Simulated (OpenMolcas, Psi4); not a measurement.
## How basis sets differ on SnSiH5O (SMILES [SiH3][O][SnH2])

SnSiH5O has 8 atoms, charge 0, and is taken as a doublet. SMILES: `[SiH3][O][SnH2]`. The shape is that of a PBE0-D4/def2-TZVP optimisation. This is one conformer, not always the lowest.

```xyz
8

Si   -0.7379    1.0751   -0.4808
O     0.5869    0.3062    0.0788
Sn    0.9565   -1.3321    1.1080
H    -1.8779    0.1277   -0.6588
H    -0.4246    1.6964   -1.7946
H    -1.1735    2.1423    0.4619
H     2.6654   -1.4891    0.9505
H     0.0974   -2.5837    0.2792
```

Each level gives the dipole moment (D). The values are calculated.

```
                                         level          kind     program  value (D)
                           ROHF/ANO-R0 (sfX2C)  Hartree–Fock  OpenMolcas       2.40
                                    UHF/STO-3G  Hartree–Fock  OpenMolcas       1.99
                                     UHF/3-21G  Hartree–Fock  OpenMolcas       2.43
UHF/def2-SVP (density fitting, core potential)  Hartree–Fock        Psi4       2.38
                UHF/def2-SVPD (core potential)  Hartree–Fock  OpenMolcas       2.17
```

All-electron rows without a relativistic Hamiltonian named are non-relativistic, while core potentials hold scalar relativity, so basis and relativity change together. The values span 1.99 to 2.43 D. Magnitudes only. Sets without polarisation functions give poor dipoles.

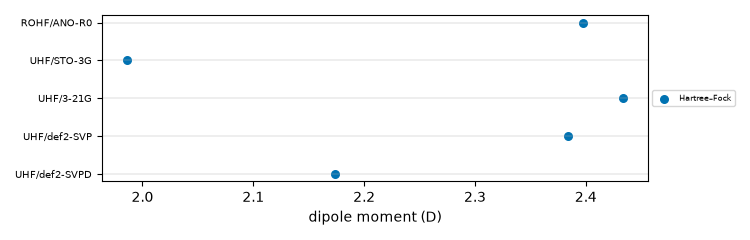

The values of the table, level by level.
